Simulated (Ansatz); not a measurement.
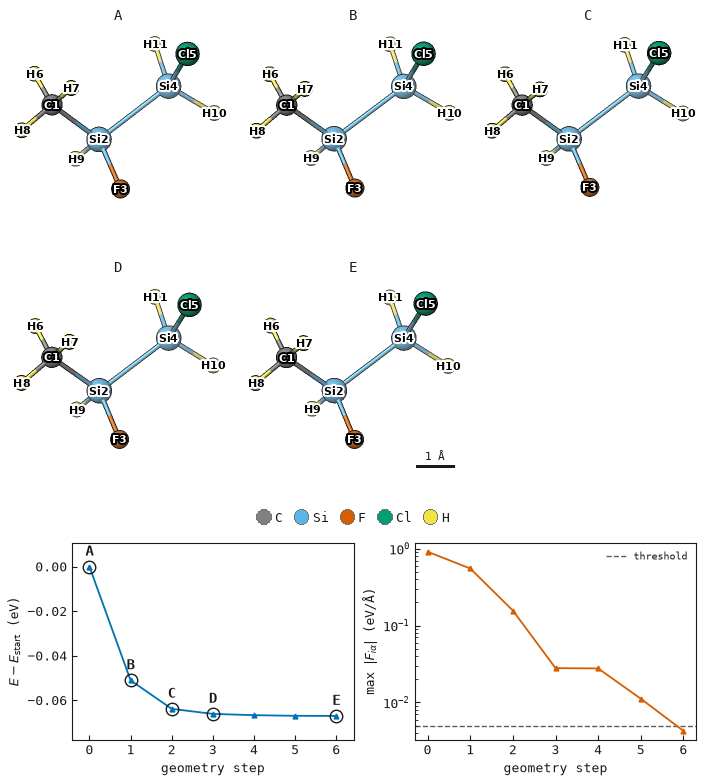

Frames of a relaxation of CH6ClFSi2, marked on the history of the run. A ball-and-stick model, seen at a tilt.

The start comes from PBE-D4/def2-SVP.

Level of theory: RKS PBE0-D4/def2-TZVP in Ansatz. Settings: force threshold 0.005 eV/Å; at most 150 steps.

**Describe the path.**

Cl5 moves most after the best rigid fit: 0.13 Å. Largest moves by element: Cl 0.13 Å, H 0.12 Å, F 0.05 Å, Si 0.04 Å, C 0.02 Å. Among the contacts that change: Si2–F3 1.649 → 1.608 Å, Si4–Cl5 2.099 → 2.067 Å, Si4–H10 1.504 → 1.484 Å, C1–Si2 1.873 → 1.855 Å. Bond angles that change, for instance: Si2–Si4–Cl5 105.6° → 108.4°, C1–Si2–Si4 109.2° → 111.3°. After 6 geometry steps the energy has fallen by 0.067 eV. The largest force component goes from 0.91 to 0.0043 eV/Å. Cost: 21 s on 4 threads of Intel Xeon Platinum 8488C, with other jobs on the host. From step 0 to 1: Cl5 moves most (0.06 Å), energy −0.051 eV. From step 1 to 2: H10 moves most (0.04 Å), energy −0.013 eV. From step 2 to 3: H7 moves most (0.03 Å), energy −0.002 eV. From step 3 to 6: Cl5 moves most (0.05 Å), energy −0.001 eV.

```tsv
step	E − E(0), eV	largest force component, eV/Å
0	0.0000	0.9134
1	-0.0510	0.5526
2	-0.0638	0.1569
3	-0.0661	0.0279
4	-0.0667	0.0277
5	-0.0670	0.0112
6	-0.0670	0.0043
```
